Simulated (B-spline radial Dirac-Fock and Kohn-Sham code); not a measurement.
Eu²⁺ in the configuration [Xe] 4f6 6s1, which is not the ground configuration. Method: the spherical Dirac–Fock density (average of configuration) (computed with a radial B-spline solver).

A figure with this caption is to be made: «The X-ray form factor f against sin θ/λ.» What will it show?

f starts at 61, the number of electrons, falls to half near sin θ/λ = 0.61 Å⁻¹, and is 34.7 at sin θ/λ = 0.50 Å⁻¹ and 20.6 at sin θ/λ = 1.00 Å⁻¹. The initial fall is set by Σ⟨r²⟩ = 49.6 bohr².

Here it is:

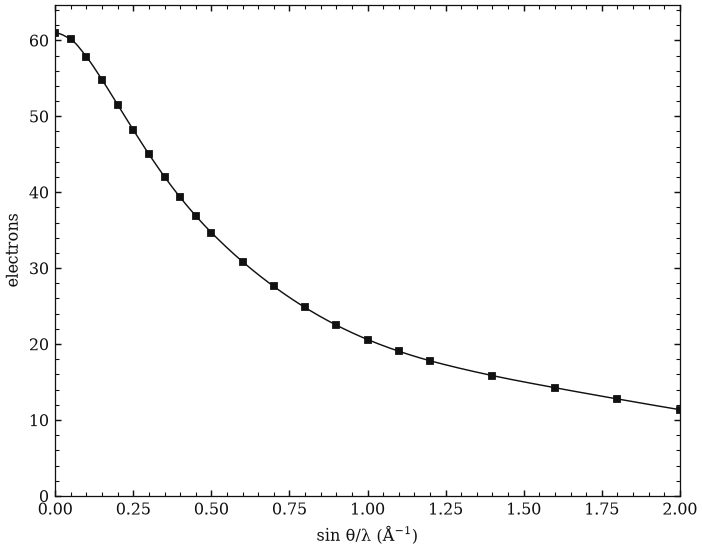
